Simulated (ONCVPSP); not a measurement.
# Run report: Ce, pseudopotential generation

- system: cerium (Ce, Z = 58), core [Kr] 4d10, reference valence 4f1 5s2 5p6 5d1 6s1 (an ion of charge +1), valence charge 12.
- method: ONCV potential, LDA (Perdew-Wang 92), scalar-relativistic, made with ONCVPSP 4.0.1

## Key numbers

- outcome: generated, with a ghost state
- cutoffs needed: 425 Ha and 553 Ha (the cutoffs at which the residual kinetic energy of the hardest occupied pseudo-wave falls to 1 and 0.1 mHa per electron)
- ghost test: GHOST(-) flagged for s at -579.0 eV, p at -334.3 eV, d at -293.4 eV; GHOST(+) flagged for s at 16.3 eV
- largest excitation error: +278 meV (all-electron minus pseudo) for 4f0 5s2 5p6 5d1 6s2, out of 4 test configurations
- rms error of d²Exc/dni dnj: 14.96 mHa without and 6.18 mHa with the model core
- clearest signs, in the scattering phases, of states that the all-electron atom lacks: s near 0.6 Ha
- range over which the phases arctan(r R′/R) at the test radius agree within 0.05 rad (a looser test near the poles than one of phase shifts): s: up to about 0.5 Ha; p: up to about -0.2 Ha; d: up to about 1.2 Ha; f: over the whole range computed
- hardware: 1 CPU thread, shared host
- wall time: 5.9 s

## Remarks

The potential has a bound ghost state, so it can't be used as it stands.

## Input file
```
# ATOM AND REFERENCE CONFIGURATION
# atsym  z   nc   nv     iexc    psfile
  Ce 58.00    9    5  -001012      upf
#
#   n    l    f
    1    0    2.00
    2    0    2.00
    2    1    6.00
    3    0    2.00
    3    1    6.00
    3    2   10.00
    4    0    2.00
    4    1    6.00
    4    2   10.00
    4    3    1.00
    5    0    2.00
    5    1    6.00
    5    2    1.00
    6    0    1.00
#
# PSEUDOPOTENTIAL AND OPTIMIZATION
# lmax
    3
#
#   l,   rc,      ep,       ncon, nbas, qcut
    0    2.60    0.00    3    6    4.50
    1    2.75    0.00    3    8    5.70
    2    2.80    0.00    4    9    2.90
    3    0.80    0.00    4    8   12.30
#
# LOCAL POTENTIAL
# lloc, lpopt,  rc(5),   dvloc0
    4    5    0.70    0.00
#
# VANDERBILT-KLEINMAN-BYLANDER PROJECTORs
# l, nproj, debl
    0    2    3.90
    1    1    1.20
    2    2    3.70
    3    2    3.70
#
# MODEL CORE CHARGE
# icmod, fcfact, rcfact
    3    4.25    1.30
#
# LOG DERIVATIVE ANALYSIS
# epsh1, epsh2, depsh
   -3.00    5.00    0.02
#
# OUTPUT GRID
# rlmax, drl
    6.00    0.01
#
# TEST CONFIGURATIONS
# ncnf
    4
# nvcnf
#   n    l    f
    5
    4    3    1.00
    5    0    2.00
    5    1    6.00
    5    2    1.00
    6    0    2.00
#
    5
    4    3    1.00
    5    0    2.00
    5    1    6.00
    5    2    1.00
    6    0    0.00
#
    5
    4    3    1.00
    5    0    2.00
    5    1    6.00
    5    2    0.00
    6    0    0.00
#
    5
    4    3    0.00
    5    0    2.00
    5    1    6.00
    5    2    1.00
    6    0    2.00
#
```

Run as:
```bash
oncvpsp.x < Ce.dat > Ce.out
```

## The program's output (extracts)
```
ONCVPSP  (Optimized Norm-Conservinng Vanderbilt PSeudopotential)
scalar-relativistic version 4.0.1

#   n    l    f        energy (Ha)
    1    0    2.00    -1.4786428E+03
    2    0    2.00    -2.3697753E+02
    2    1    6.00    -2.1236541E+02
    3    0    2.00    -5.1185220E+01
    3    1    6.00    -4.3357061E+01
    3    2   10.00    -3.2207868E+01
    4    0    2.00    -1.0518672E+01
    4    1    6.00    -7.9610706E+00
    4    2   10.00    -4.2791266E+00
    4    3    1.00    -4.2611585E-01
    5    0    2.00    -1.7164562E+00
    5    1    6.00    -1.0751048E+00
    5    2    1.00    -3.2152603E-01
    6    0    1.00    -3.2146457E-01

Reference configufation results
  iterations    23
  all-electron total energy (Ha)   -8.85365647D+03

Begin loop to  construct optimized pseudo wave functions
and semi-local pseudopoentials for all angular momenta

Calculating optimized projector #   1

 for l=   0

    Fraction of norm inside rc  0.971026
    Optimizing pswf for qcut=   4.50 a_B^-1,  ecut=  10.14 Ha
    Residual kinetic energy error=  3.10D-06 Ha

    Energy error per electron        Cutoff
         Ha          eV             Ha
         0.01000     0.27211        2.60
         0.00100     0.02721        6.33
         0.00010     0.00272        8.00
         0.00001     0.00027        9.39

Calculating optimized projector #   2

 for l=   0

    Fraction of norm inside rc  0.120805
    Optimizing pswf for qcut=   4.50 a_B^-1,  ecut=  10.14 Ha
    Residual kinetic energy error=  5.41D-06 Ha

    Energy error per electron        Cutoff
         Ha          eV             Ha
         0.01000     0.27211        2.17
         0.00100     0.02721        6.38
         0.00010     0.00272        8.27
         0.00001     0.00027        9.73

Calculating optimized projector #   1

 for l=   1

    Fraction of norm inside rc  0.934717
    Optimizing pswf for qcut=   5.69 a_B^-1,  ecut=  16.21 Ha
    Residual kinetic energy error=  1.15D-08 Ha

    Energy error per electron        Cutoff
         Ha          eV             Ha
         0.01000     0.27211        3.92
         0.00100     0.02721        5.23
         0.00010     0.00272        8.93
         0.00001     0.00027       11.62

   Wellstate for l =  2  n =  9
     eigenvalue =   3.3785
     asymptotic potential =   3.8785
     half-point radius =  5.2257

Calculating optimized projector #   1

 for l=   2

    Fraction of norm inside rc  0.598613
    Optimizing pswf for qcut=   2.89 a_B^-1,  ecut=   4.19 Ha
    Residual kinetic energy error=  7.96D-03 Ha

    Energy error per electron        Cutoff
         Ha          eV             Ha
         0.01000     0.27211        4.01
         0.00100     0.02721       13.72
         0.00010     0.00272       36.88
         0.00001     0.00027       43.53

Calculating optimized projector #   2

 for l=   2

    Fraction of norm inside rc  0.131001
    Optimizing pswf for qcut=   2.89 a_B^-1,  ecut=   4.19 Ha
    Residual kinetic energy error=  7.39D-01 Ha

    Energy error per electron        Cutoff
         Ha          eV             Ha
         0.01000     0.27211        7.00
         0.00100     0.02721       12.93
         0.00010     0.00272       41.00
         0.00001     0.00027       49.31

   Wellstate for l =  3  n =  6
     eigenvalue =   3.2739
     asymptotic potential =   3.7739
     half-point radius =  2.5745

Calculating optimized projector #   1

 for l=   3

    Fraction of norm inside rc  0.377925
    Optimizing pswf for qcut=  12.29 a_B^-1,  ecut=  75.51 Ha
    Residual kinetic energy error=  1.54D-01 Ha

    Energy error per electron        Cutoff
         Ha          eV             Ha
         0.01000     0.27211      356.64
         0.00100     0.02721      424.93
         0.00010     0.00272      552.88

Calculating optimized projector #   2

 for l=   3

    Fraction of norm inside rc  0.052499
    Optimizing pswf for qcut=  12.29 a_B^-1,  ecut=  75.51 Ha
    Residual kinetic energy error=  5.66D-02 Ha

    Energy error per electron        Cutoff
         Ha          eV             Ha
         0.01000     0.27211       95.36
         0.00100     0.02721      263.36
         0.00010     0.00272      532.37
         0.00001     0.00027      682.78

Construct Vanderbilt / Kleinmman-Bylander projectors

B matrix Hermiticity error, ll=   0
   1   2    1.1016E-04

  Orthonormal projector coefficients  2.1588E+01  8.3129E-01

B matrix Hermiticity error, ll=   2
   1   2   -1.1028E-04

  Orthonormal projector coefficients -9.8734E+00  5.0148E+00

B matrix Hermiticity error, ll=   3
   1   2   -6.0605E-04

  Orthonormal projector coefficients -8.3768E+01 -1.3616E+01

Model core correction analysis
  based on d2Exc/dn_idn_j

d2excae - all-electron derivatives

   -1.794965D-02   -1.351386D-02   -1.079135D-02   -5.080025D-03
   -2.139302D-03
   -1.351357D-02   -2.342398D-02   -2.089558D-02   -1.022273D-02
   -2.586179D-03
   -1.079112D-02   -2.089560D-02   -2.090527D-02   -1.354347D-02
   -4.290196D-03
   -5.079749D-03   -1.022261D-02   -1.354303D-02   -1.886955D-02
   -1.665673D-02
   -2.138692D-03   -2.585953D-03   -4.288983D-03   -1.664259D-02
   -3.056724D-02

d2excps - pseudofunction derivatives with no core correction

   -8.010665D-02   -3.924985D-02   -2.185201D-02   -6.124047D-03
   -5.218957D-03
   -3.926490D-02   -3.236107D-02   -2.525110D-02   -1.067821D-02
   -3.749672D-03
   -2.185688D-02   -2.525143D-02   -2.453829D-02   -1.461620D-02
   -4.763779D-03
   -6.124079D-03   -1.067809D-02   -1.461577D-02   -2.002053D-02
   -1.673109D-02
   -5.220740D-03   -3.749652D-03   -4.762593D-03   -1.671696D-02
   -3.071221D-02

rms 2nd derivative error    1.495749E-02

rmatch, rhocmatch    1.1656    3.9036

Teter function model core charge with specified parameters

d2excps - pseudofunction derivatives with core correction

   -4.374108D-02   -2.440287D-02   -1.556466D-02   -5.382519D-03
   -3.410247D-03
   -2.440373D-02   -2.360602D-02   -2.060925D-02   -9.858152D-03
   -2.799377D-03
   -1.556484D-02   -2.060916D-02   -2.139659D-02   -1.392863D-02
   -4.331904D-03
   -5.382256D-03   -9.857906D-03   -1.392812D-02   -1.980835D-02
   -1.667281D-02
   -3.409798D-03   -2.799141D-03   -4.330687D-03   -1.665869D-02
   -3.059839D-02

rms 2nd derivative error    6.175205E-03

Pseudoatom total energy  -39.325197

Diagnostic tests using Vanderbilt-Kleinman-Bylander pseudopotentials
  1 or more projectors used as specified by nproj input data

   l    rcore       rmatch      e in        delta e   norm test  slope test

   0   2.6138540   2.6932163  -1.7164562   0.0000030   1.0001066   1.0001001
   0   2.6138540   2.6932163  -0.3214646   0.0000033   1.0000340   1.0000024

   1   2.7584376   2.8421897  -1.0751048  -0.0000002   0.9999989   0.9999993

   2   2.8083879   2.8936567  -0.3215260  -0.0000002   1.0000152   1.0000183
   2   2.8083879   2.8936567   3.3784740   0.0000011   1.0000525   1.0000525

   3   0.8044131   0.8288368  -0.4261158   0.0003483   1.0002874   0.9998876
   3   0.8044131   0.8288368   3.2738841  -0.0000023   1.0007848   1.0007848

 Testing for bound ghosts
   n   l    E NL Schr. Eq   E Basis Diag.   E Cutoff

       0                      -21.277725     18.93  WARNING - GHOST(-)
   1   0       -1.716453       -1.716394     18.93
   2   0       -0.321461       -0.315249     18.93

       1                      -12.284781     29.48  WARNING - GHOST(-)
   2   1       -1.075105       -1.075038     29.48

       2                      -10.782103     56.16  WARNING - GHOST(-)
   3   2       -0.321526       -0.321054     56.16

   4   3       -0.425768       -0.347559    598.87

 Testing for highly-localized positive-energy ghosts
       l    <radius>/rc     E Basis Diag.   E Cutoff

       0        0.752071        0.599229     18.93  WARNING - GHOST(+)

Test configuration 0

   n   l     f        eae           eps        diff
   1   0  2.0000-1478.64279825
   2   0  2.0000 -236.97752618
   2   1  6.0000 -212.36541211
   3   0  2.0000  -51.18521955
   3   1  6.0000  -43.35706113
   3   2 10.0000  -32.20786842
   4   0  2.0000  -10.51867157
   4   1  6.0000   -7.96107063
   4   2 10.0000   -4.27912661
   4   3  1.0000   -0.42611585   -0.42576756    3.48D-04
   5   0  2.0000   -1.71645617   -1.71645314    3.03D-06
   5   1  6.0000   -1.07510481   -1.07510501   -1.98D-07
   5   2  1.0000   -0.32152603   -0.32152626   -2.24D-07
   6   0  1.0000   -0.32146457   -0.32146123    3.35D-06

    Total energies and differences
      AE_ref= -8.85365647D+03  AE_tst= -8.85365647D+03  dif=  0.00D+00
      PS_ref= -3.93251971D+01  PS_tst= -3.93251971D+01  dif= -7.11D-15
      PSP excitation error=  7.11D-15

Test configuration 1

   n   l     f        eae           eps        diff
   1   0  2.0000-1478.42092965
   2   0  2.0000 -236.75651738
   2   1  6.0000 -212.14435641
   3   0  2.0000  -50.96436768
   3   1  6.0000  -43.13620686
   3   2 10.0000  -31.98703324
   4   0  2.0000  -10.29797145
   4   1  6.0000   -7.74039210
   4   2 10.0000   -4.05852269
   4   3  1.0000   -0.20629461   -0.20440679    1.89D-03
   5   0  2.0000   -1.49677099   -1.49608319    6.88D-04
   5   1  6.0000   -0.85635994   -0.85621673    1.43D-04
   5   2  1.0000   -0.11686075   -0.11696322   -1.02D-04
   6   0  2.0000   -0.14262584   -0.14259639    2.95D-05

    Total energies and differences
      AE_ref= -8.85365647D+03  AE_tst= -8.85388671D+03  dif= -2.30D-01
      PS_ref= -3.93251971D+01  PS_tst= -3.95554583D+01  dif= -2.30D-01
      PSP excitation error=  2.01D-05

Test configuration 2

   n   l     f        eae           eps        diff
   1   0  2.0000-1478.90121945
   2   0  2.0000 -237.23467297
   2   1  6.0000 -212.62262673
   3   0  2.0000  -51.44197493
   3   1  6.0000  -43.61382067
   3   2 10.0000  -32.46462571
   4   0  2.0000  -10.77499307
   4   1  6.0000   -8.21733889
   4   2 10.0000   -4.53524333
   4   3  1.0000   -0.68057894   -0.68269599   -2.12D-03
   5   0  2.0000   -1.97023903   -1.97138547   -1.15D-03
   5   1  6.0000   -1.32661440   -1.32689120   -2.77D-04
   5   2  1.0000   -0.55224299   -0.55207055    1.72D-04

    Total energies and differences
      AE_ref= -8.85365647D+03  AE_tst= -8.85323969D+03  dif=  4.17D-01
      PS_ref= -3.93251971D+01  PS_tst= -3.89082911D+01  dif=  4.17D-01
      PSP excitation error= -1.33D-04

Test configuration 3

   n   l     f        eae           eps        diff
   1   0  2.0000-1479.29555033
   2   0  2.0000 -237.63236446
   2   1  6.0000 -213.02016263
   3   0  2.0000  -51.83651072
   3   1  6.0000  -44.00837824
   3   2 10.0000  -32.85984469
   4   0  2.0000  -11.16667117
   4   1  6.0000   -8.60882629
   4   2 10.0000   -4.92643554
   4   3  1.0000   -1.06519900   -1.05670028    8.50D-03
   5   0  2.0000   -2.34853490   -2.34445260    4.08D-03
   5   1  6.0000   -1.69402310   -1.69117458    2.85D-03

    Total energies and differences
      AE_ref= -8.85365647D+03  AE_tst= -8.85252917D+03  dif=  1.13D+00
      PS_ref= -3.93251971D+01  PS_tst= -3.81987027D+01  dif=  1.13D+00
      PSP excitation error=  7.99D-04

Test configuration 4

   n   l     f        eae           eps        diff
   1   0  2.0000-1479.00819448
   2   0  2.0000 -237.37515360
   2   1  6.0000 -212.75799886
   3   0  2.0000  -51.62949395
   3   1  6.0000  -43.80016082
   3   2 10.0000  -32.64672782
   4   0  2.0000  -10.92548362
   4   1  6.0000   -8.35836016
   4   2 10.0000   -4.65903129
   5   0  2.0000   -1.92860598   -1.94089209   -1.23D-02
   5   1  6.0000   -1.25400532   -1.24969700    4.31D-03
   5   2  1.0000   -0.42499025   -0.41311425    1.19D-02
   6   0  2.0000   -0.37083489   -0.37255493   -1.72D-03

    Total energies and differences
      AE_ref= -8.85365647D+03  AE_tst= -8.85341972D+03  dif=  2.37D-01
      PS_ref= -3.93251971D+01  PS_tst= -3.90986882D+01  dif=  2.27D-01
      PSP excitation error=  1.02D-02
```

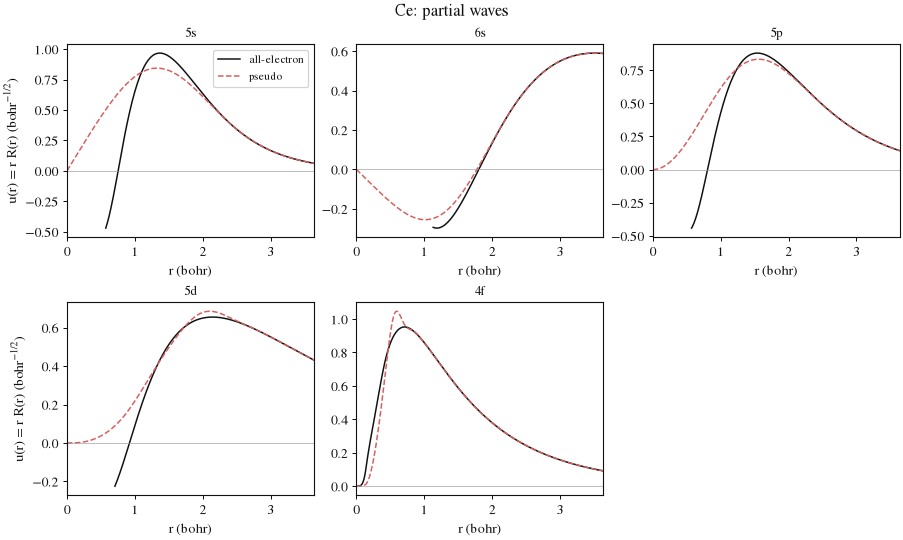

**Figure 1.** Partial waves u(r) = r R(r), all-electron (solid) and pseudo (dashed). The innermost oscillations of some all-electron curves aren't drawn. Reference configuration 4f1 5s2 5p6 5d1 6s1.

- Matching radii: 5s at 2.60 bohr; 6s at 2.60 bohr; 5p at 2.75 bohr; 5d at 2.80 bohr; 4f at 0.80 bohr. The curves merge smoothly, so the plot gives these only roughly.
- Nodes of the pseudo-waves: 5s has no node; 6s has a node at about 1.8 bohr; 5p has no node; 5d has no node; 4f has no node. A node in 6s is expected, since a lower shell of the same l is also in the valence and the two must stay orthogonal.
- Cutoffs needed: 425 Ha (loose) and 553 Ha (tight), as the cutoffs at which the residual kinetic energy of the hardest occupied pseudo-wave falls to 1 and 0.1 mHa per electron. The potential isn't sound: its ghost test gives GHOST(-) flagged for s at -579.0 eV, p at -334.3 eV, d at -293.4 eV; GHOST(+) flagged for s at 16.3 eV.

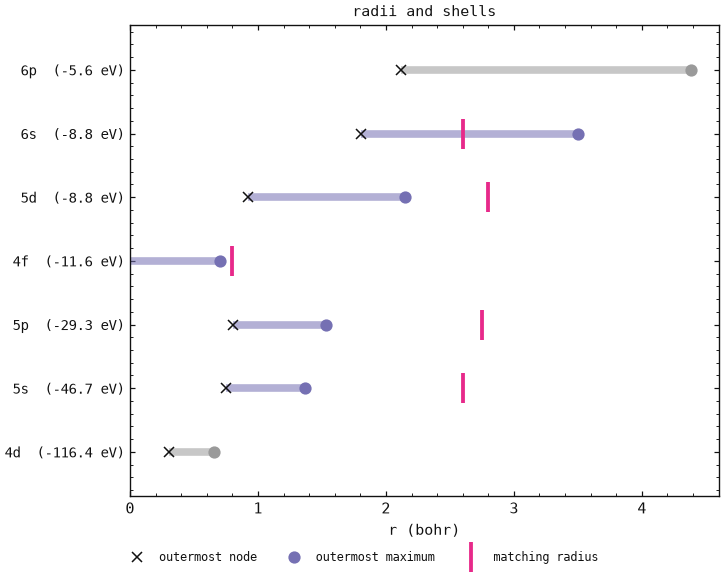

**Figure 2.** Outer shells of the all-electron reference atom: each bar runs from the outermost node (or the nucleus) to the outermost maximum of u(r); the tick is the radius chosen for the pseudo-wave. Shells without a tick have no pseudo-wave of their own. Levels, nodes and maxima are from ld1.x, scalar-relativistic.

- Radii against the shells: 5s: 2.60 bohr, outside the maximum; 5p: 2.75 bohr, outside the maximum; 4f: 0.80 bohr, outside the maximum; 5d: 2.80 bohr, outside the maximum; 6s: 2.60 bohr, between node and maximum.

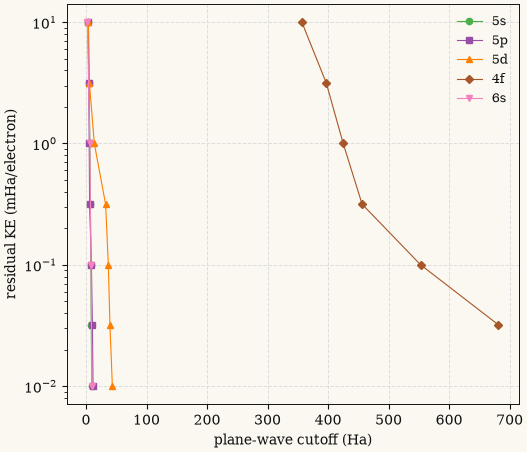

**Figure 3.** Residual kinetic energy of the pseudo-waves (the first of each channel, and further valence shells) beyond the plane-wave cutoff, as the generator prints it.

- Cutoffs for 1 mHa per electron: 4f: 425 Ha; 5d: 14 Ha; 6s: 6.4 Ha; 5s: 6.3 Ha; 5p: 5.2 Ha.
- Hardest wave at 1 mHa per electron: 4f, with rc = 0.80 bohr and qcut = 12.3 1/bohr. The optimisation minimises, but can't always remove, the kinetic energy above qcut²/2 = 75.6 Ha, and a larger rc would as a rule soften the wave at some cost in transferability.
- Cutoffs for the occupied states: 425 Ha for 1 mHa and 553 Ha for 0.1 mHa per electron. The first is set by 4f.
